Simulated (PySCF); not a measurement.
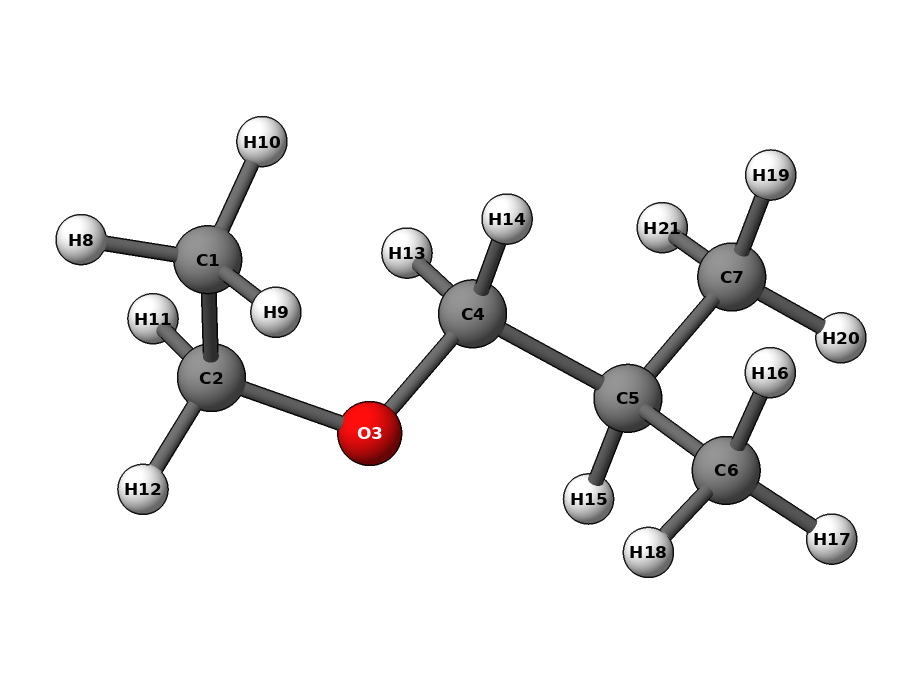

The questions are on isotropic NMR shieldings of the H atoms. The geometry was computed by an optimisation with GFN2-xTB. No frequency run is at hand to confirm it as a minimum. Properties computed with GIAO PBE0/pcSseg-1 NMR shielding, non-relativistic, gas phase (PySCF 2.14.0).

Give the isotropic NMR shieldings of the H atoms atom by atom.

| atom | σ (ppm) |
| --- | --- |
| H8 | 30.90 |
| H9 | 30.63 |
| H10 | 30.06 |
| H11 | 28.15 |
| H12 | 27.55 |
| H13 | 28.70 |
| H14 | 28.42 |
| H15 | 29.96 |
| H16 | 31.38 |
| H17 | 30.79 |
| H18 | 29.88 |
| H19 | 31.17 |
| H20 | 30.63 |
| H21 | 30.75 |
